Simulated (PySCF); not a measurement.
# SiPH5 (SMILES [SiH3]P) at 6 levels

Aim: a comparison of 6 runs (MP2/STO-3G, BCCD(T)/STO-3G, CCSDT(Q)/STO-3G, CISD/STO-3G, CCSD(T)/STO-3G, FCI/STO-3G) of SiPH5. The job is set up through a Python script.

The results are computed with PySCF 2.14.0.

4 further runs of the same task are left out: 4 set aside as unsound or not needed.

### Step 1. The system as given

The species is SiPH5 (7 atoms), meant as a singlet with charge 0. As SMILES, `[SiH3]P`. The P2–H7 distance was set to 2.075 Å, away from the relaxed value. At this shape a bond of the SMILES string is far longer than usual.

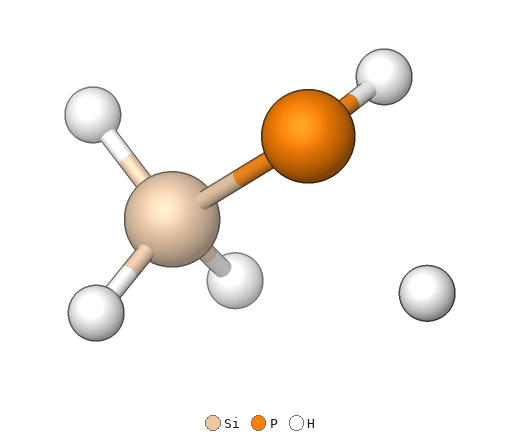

Viewed from a chosen angle; silicon light orange, phosphorus orange, hydrogen white.

### Step 2. A single-point energy at MP2/STO-3G (run 1)

Input file job.py:

```python
from pyscf import gto, scf, mp

mol = gto.M(
    atom='''
Si    -2.031565    -1.153689     0.153810
P      1.185013    -0.487693     2.806230
H     -4.270267    -1.609850     1.707657
H     -1.385449    -3.388819    -1.336635
H     -2.503392     0.982571    -1.542672
H      0.435491     1.911050     3.523268
H      3.646718     0.923679     0.100269
''',
    verbose=3,
    basis='sto-3g',
    max_memory=1860,
    spin=0,
    charge=0,
    unit='bohr',
)

mf = scf.RHF(mol)
mf.conv_tol = 1e-10
mf.kernel()
if not mf.converged:
    mf = mf.newton().run(mf.mo_coeff, mf.mo_occ)

pt = mp.MP2(mf, frozen=10).run()
energy = pt.e_tot
print('E(%s) = %.9f' % ('MP2', energy))
```

Run with:

```sh
$ OMP_NUM_THREADS=1 python job.py
```

Log:

```text
converged SCF energy = -625.291186335711
E(RMP2) = -625.392672343526  E_corr = -0.101486007814515
E(SCS-RMP2) = -625.40940342529  E_corr = -0.118217089578532
E(MP2) = -625.392672344
```

Run time: 0.68 s. Hardware: 1 thread of Arm Neoverse V2, shared host; peak memory 0.11 GiB.

### Step 3. A single-point energy at BCCD(T)/STO-3G (run 2)

Input file input.py:

```python
from pyscf import gto, scf, cc
from pyscf.cc.bccd import bccd_kernel_

mol = gto.Mole()
mol.atom = '''
Si    -1.075058    -0.610506     0.081393
P      0.627082    -0.258076     1.484993
H     -2.259728    -0.851896     0.903653
H     -0.733148    -1.793286    -0.707317
H     -1.324738     0.519954    -0.816347
H      0.230452     1.011284     1.864433
H      1.929760     0.488790     0.053060
'''
mol.max_memory = 1860
mol.verbose = 3
mol.basis = 'sto-3g'
mol.charge = 0
mol.build()

calc0 = scf.RHF(mol)
calc0.conv_tol = 1e-10
calc0.kernel()
if not calc0.converged:
    calc0 = calc0.newton().run(calc0.mo_coeff, calc0.mo_occ)

mycc = cc.CCSD(calc0, frozen=10).run()
mycc = bccd_kernel_(mycc, diis=True)
e_t = mycc.ccsd_t()
etot = mycc.e_tot + e_t
print('E(%s) = %.9f' % ('BCCD(T)', etot))
```

Run with:

```sh
$ OMP_NUM_THREADS=1 python input.py
```

Log:

```text
converged SCF energy = -625.291186328545
E(CCSD) = -625.4467983713528  E_corr = -0.1556120428076694
BCCD loop starts.

[... 21 lines left out ...]
CCSD converged
[... 23 lines left out ...]
CCSD converged
[... 21 lines left out ...]
CCSD converged
[... 3 lines left out ...]
******** <class 'pyscf.cc.ccsd.CCSD'> ********
CC2 = 0
CCSD nocc = 7, nmo = 13
frozen orbitals 10
max_cycle = 50
direct = 0
conv_tol = 1e-07
conv_tol_normt = 1e-05
diis_space = 6
diis_start_cycle = 0
diis_start_energy_diff = 1e+09
Init E_corr(CCSD) = -0.157359989509851
cycle = 1  E_corr(CCSD) = -0.157360408058844  dE = -4.18548993e-07  norm(t1,t2) = 4.05084e-05
cycle = 2  E_corr(CCSD) = -0.157360414618315  dE = -6.5594713e-09  norm(t1,t2) = 5.49239e-06
CCSD converged
E(CCSD) = -625.4467983269483  E_corr = -0.1573604146183152
BCC iter:    3  E:    -625.446798326948  dE:   -2.300e-07  |t1|:    1.542e-06
CCSD(T) correction = -0.00104428326960381
E(BCCD(T)) = -625.447842610
```

Run time: 0.95 s. Hardware: 1 thread of Arm Neoverse V2, shared host; peak memory 0.1 GiB.

Run 3 isn't shown in full; the table further down has it.

### Step 4. A single-point energy at CISD/STO-3G (run 4)

Input file mol.xyz:

```xyz
7
H5PSi
Si    -1.075058    -0.610506     0.081393
P      0.627082    -0.258076     1.484993
H     -2.259728    -0.851896     0.903653
H     -0.733148    -1.793286    -0.707317
H     -1.324738     0.519954    -0.816347
H      0.230452     1.011284     1.864433
H      1.929760     0.488790     0.053060
```

Input file run.py:

```python
from pyscf import gto, ci

mol = gto.M(
    atom='mol.xyz',
    charge=0,
    basis='sto-3g',
    verbose=3,
    max_memory=1860,
)

mf = mol.RHF()
mf.conv_tol = 1e-10
mf.kernel()
if not mf.converged:
    mf = mf.newton().run(mf.mo_coeff, mf.mo_occ)

cisd = ci.CISD(mf, frozen=10)
cisd.kernel()
energy = cisd.e_tot
print('E = %.10f Eh' % energy)
```

Run with:

```sh
$ OMP_NUM_THREADS=1 python run.py
```

Log:

```text
converged SCF energy = -625.291186328545
E(RCISD) = -625.4319302789798  E_corr = -0.1407439504347134
E = -625.4319302790 Eh
```

Wall time 0.76 s (1 thread of Arm Neoverse V2, shared host); peak memory 0.11 GiB.

Run 5 isn't shown in full; the table further down has it.

### Step 5. The energy at FCI/STO-3G (run 6)

Input file input.py:

```python
from pyscf import gto, mcscf
from pyscf import fci

system = gto.M(
    atom='''
Si    -2.031565    -1.153689     0.153810
P      1.185013    -0.487693     2.806230
H     -4.270267    -1.609850     1.707657
H     -1.385449    -3.388819    -1.336635
H     -2.503392     0.982571    -1.542672
H      0.435491     1.911050     3.523268
H      3.646718     0.923679     0.100269
''',
    basis='sto-3g',
    max_memory=1860,
    spin=0,
    verbose=4,
    charge=0,
    unit='bohr',
)

myscf = system.RHF()
myscf.conv_tol = 1e-10
myscf.kernel()
if not myscf.converged:
    myscf = myscf.newton().run(myscf.mo_coeff, myscf.mo_occ)

cas = mcscf.CASCI(myscf, myscf.mo_coeff.shape[-1] - 10, (system.nelec[0] - 10, system.nelec[1] - 10))  # full CI above the frozen core
cas.fcisolver = fci.direct_spin0.FCI(system)  # even spin states alone
cas.kernel()
print('<S^2> = %.4f' % cas.fcisolver.spin_square(cas.ci, cas.ncas, cas.nelecas)[0])
e_final = cas.e_tot
print('Final energy', e_final)
```

Run with:

```sh
$ OMP_NUM_THREADS=1 python input.py
```

Log:

```text
PySCF version 2.14.0

[... 59 lines left out ...]
converged SCF energy = -625.291186335711
[... 1 line left out ...]
******** <class 'pyscf.mcscf.casci.CASCI'> ********
CAS (7e+7e, 13o), ncore = 10, nvir = 0
natorb = False
canonicalization = True
sorting_mo_energy = False
******** <class 'pyscf.fci.direct_spin0.FCISolver'> ********
max. cycles = 100
conv_tol = 1e-10
davidson only = False
linear dependence = 1e-14
level shift = 0.001
max iter space = 12
nroots = 1
pspace_size = 400
spin = None
Density matrix diagonal elements [1.98816631 1.98187458 1.97101915 1.96927018 1.96483311 1.91077377
 1.8654198  0.20229625 0.03669428 0.03058221 0.02965391 0.02470978
 0.02470669]
CASCI converged
CASCI E = -625.448270727873  E(CI) = -30.8008593146833  S^2 = 0.0000000
<S^2> = 0.0000
Final energy -625.4482707278726
```

It took 48 s on 1 thread of Arm Neoverse V2, shared host; peak memory 0.75 GiB.

### Step 6. Overview of the runs

```csv
run,level,energy (Eh),dipole moment (D) of the reference,HOMO energy (eV),LUMO energy (eV),wall time
1,MP2/STO-3G,-625.392672,1.04,-7.01,6.32,0.68 s
2,BCCD(T)/STO-3G,-625.447843,–,–,–,0.95 s
3,CCSDT(Q)/STO-3G,-625.448256,1.04,-7.01,6.32,1.7 s
4,CISD/STO-3G,-625.431930,1.04,-7.01,6.32,0.76 s
5,CCSD(T)/STO-3G,-625.447886,1.04,-7.01,6.32,0.74 s
6,FCI/STO-3G,-625.448271,1.04,-7.01,6.32,48 s
```

### Step 7. What came out

```
                                           quantity          value
                                run 6: total energy  -625.44827 Eh
        run 6: dipole moment (Hartree–Fock density)         1.04 D
         run 6: HOMO energy (Hartree–Fock orbitals)       -7.01 eV
         run 6: LUMO energy (Hartree–Fock orbitals)        6.32 eV
       run 6: HOMO–LUMO gap (Hartree–Fock orbitals)       13.33 eV
run 6: correlation energy (10 core orbitals frozen)     -157.1 mEh
```

What this shows: Against full CI in this basis: MP2 +55.6 mEh; BCCD(T) +0.4 mEh; CCSDT(Q) +0.0 mEh; CISD +16.3 mEh; CCSD(T) +0.4 mEh. In runs 1, 2, 3, 4, 5, 6 the basis is minimal, so the values are rough. All runs together took 53 s, the longest 48 s.
